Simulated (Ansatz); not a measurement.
BF3 (charge −1, doublet)

```xyz
4

B    -0.0029    0.0028    0.2864
F     1.3432   -0.0294   -0.0816
F    -0.6454    1.1757   -0.1134
F    -0.6949   -1.1491   -0.0914
```

Geometry: PBE-D4/def2-TZVPD; the highest occupied orbital lies above zero, a sign that basis and functional describe the outermost electron poorly.

Computed with Ansatz, UKS PBE0-D4/def2-TZVPD.

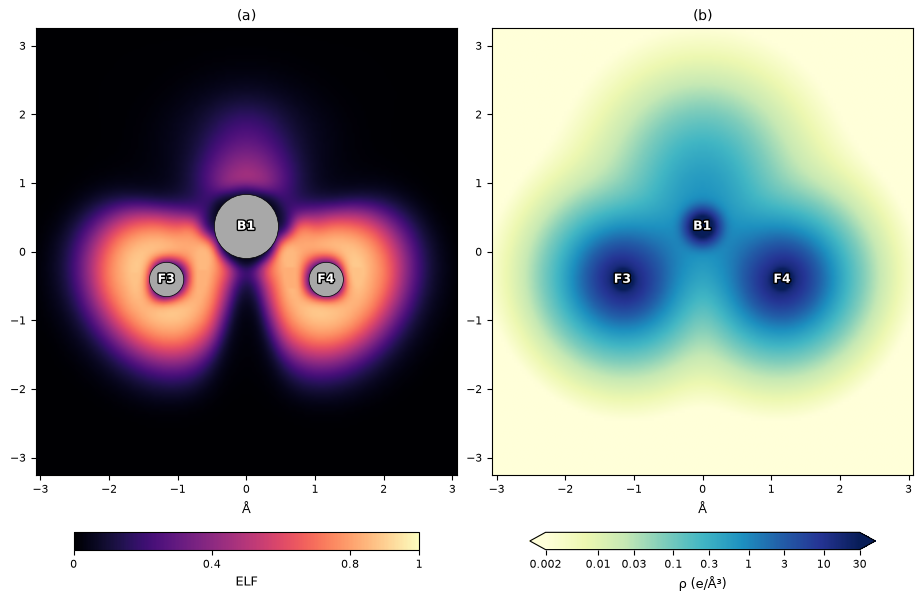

Figure 1. (a) ELF; (b) electron density on the plane of atoms F3, B1 and F4. Grey discs cover the atomic cores in the ELF map.

**Read the bonding off the picture.**

The section cuts through B and F sites.
B–F (1.40 Å): the density is about 1.8 e/Å³ at the midpoint; the ELF peaks at about 0.85 between the atoms; a polar covalent bond.
The ELF also peaks beside F3 and F4, away from the bonds: non-bonding electrons, paired or unpaired.

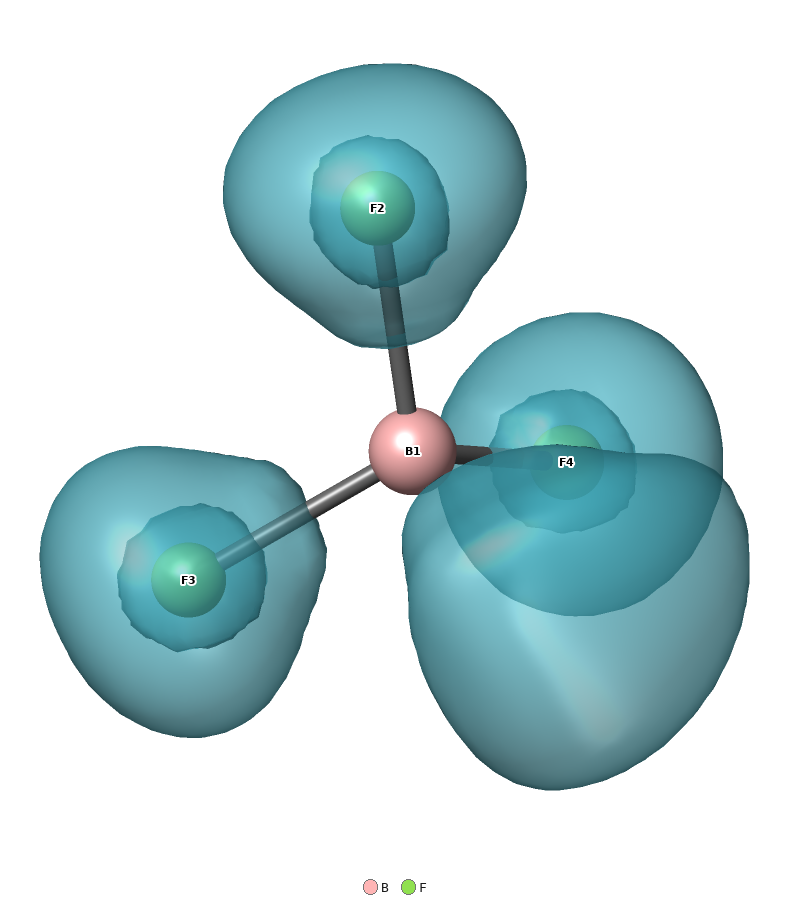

Figure 2. Isosurface of the electron localisation function at 0.75 (cyan), seen at a tilt. Only the valence region is drawn (cores and ρ < 0.01 e/Å³ removed).

**Describe the localisation domains.**

The ELF exceeds this value in three regions on F in which the atom's valence shell and bonds are merged and one lobe on B, pointing away from the bonds (non-bonding electrons).
